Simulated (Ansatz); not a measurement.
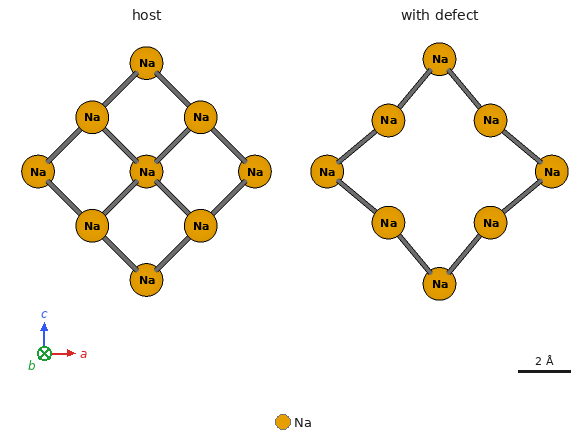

Left: perfect Na. Right: the same region with one point defect, after relaxing the atoms in a supercell of 64 sites. The picture is a ball-and-stick view of the atoms within 5.4 Å of one point, in a slice 5.0 Å thick across the line of sight, seen along the b axis.

All numbers below come from Ansatz 0.2.0, DFT PBE, scalar-relativistic, plane waves, PAW. Set-up: plane-wave cutoff 420 eV; k-point mesh 2 × 2 × 2; occupations gaussian; smearing width 0.1 eV; no spin polarisation. The cell is small and the k-mesh coarse, so the numbers are rough. The axes drawn are those of the host's conventional cell.

**What kind of defect was made?**

A sodium atom is taken out (a vacancy).

The charge state of the cell is 0.

**How does the lattice respond?**

Around the empty Na site the host had 8 Na at 3.63 Å; after relaxation the nearest atoms are 8 Na at 3.42 Å. Of the host's atoms, a sodium atom moves furthest from its site, by 0.21 Å. Relaxing the atoms from the host's sites lowers the energy by 0.06 eV. At a tolerance of 0.02 Å the relaxed supercell has space group Im-3m.
